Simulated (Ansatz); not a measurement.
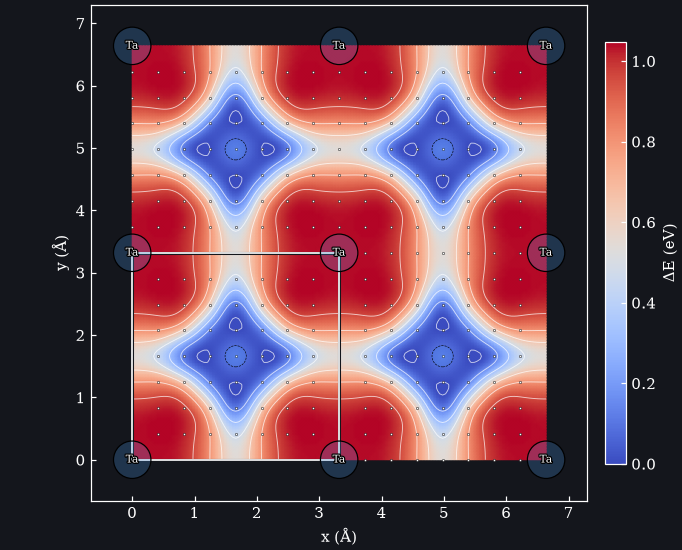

O on a Ta(100) slab cut from the Im-3m phase, its upper half relaxed before the scan (16 atoms of substrate and one adsorbate in a 2 × 2 cell). O is moved over the surface cell; relaxed at each place: the height of the adsorbate's atoms; substrate rigid; the origin of the map has the adsorbate above Ta13. Places are given modulo a cell vector. The map is drawn in real space over the plane of the surface. The scan uses an 8 × 8 grid; 15 points were computed and 49 follow by symmetry. Places are given in fractions of the 1 × 1 surface cell. Energies: eV, counted from the lowest grid point. Computed with Ansatz, DFT PBE, scalar-relativistic, plane waves, PAW. Settings: cutoff 420 eV, k-mesh 4×4×1, gaussian smearing 0.1 eV, no spin polarisation.

Drawn: a smooth colour map with a few white contour lines, dots at the grid points, labelled circles for the atoms of the top layer and small ones for the second layer, the outline of one cell of the 2 × 2 shown. Between grid points the surface is interpolated.

The lowest grid point is at (3/8, 4/8) of the cell vectors [nearest 3 Ta at 2.19 Å]. The highest grid point, (1/8, 1/8) of the cell vectors [nearest 1 Ta at 1.79 Å], lies 1.05 eV above the lowest. At the lowest point the adsorbate has 3 Ta at 2.19 Å as nearest neighbours, at the highest 1 Ta at 1.79 Å. Its relaxed height above the top atom is 0.68 Å at the lowest and 1.69 Å at the highest point.

O is replaced by Li; all else is set up alike.

> How does the landscape change?

The minimum (interpolated where it lies between grid points) moves from (3/8, 4/8) of the cell vectors [nearest 3 Ta at 2.19 Å] to a fourfold hollow over a second-layer Ta atom, (4/8, 4/8) of the cell vectors. The highest place moves from (1/8, 1/8) of the cell vectors [nearest 1 Ta at 1.79 Å] to the top site over a surface Ta atom, (0/8, 0/8) of the cell vectors. The span from the lowest to the highest grid point shrinks from 1.05 to 0.50 eV. In the new map: at the lowest point the adsorbate has 4 Ta at 3.11 Å as nearest neighbours, at the highest 1 Ta at 2.81 Å. Its relaxed height above the top atom is 2.04 Å at the lowest and 2.81 Å at the highest point.

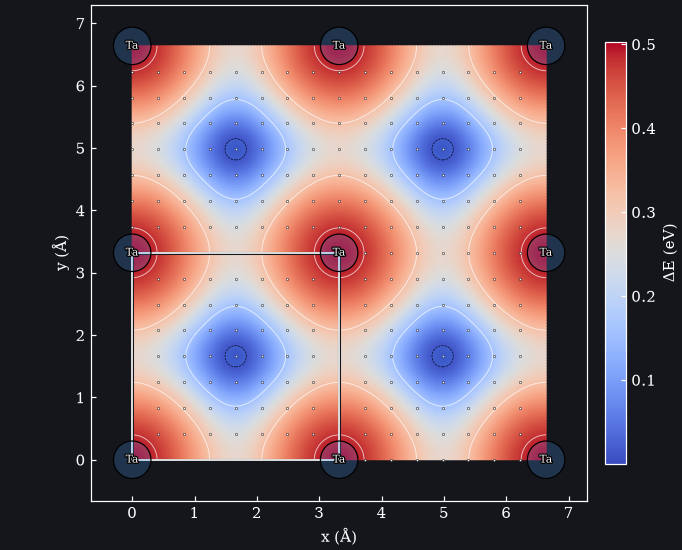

The map after the change, on a colour scale of its own. In the figure: a smooth colour map with a few white contour lines, dots at the grid points, labelled circles for the atoms of the top layer and small ones for the second layer, the outline of one cell of the 2 × 2 shown. Between grid points the surface is interpolated.

PAW datasets: the set soft_1.
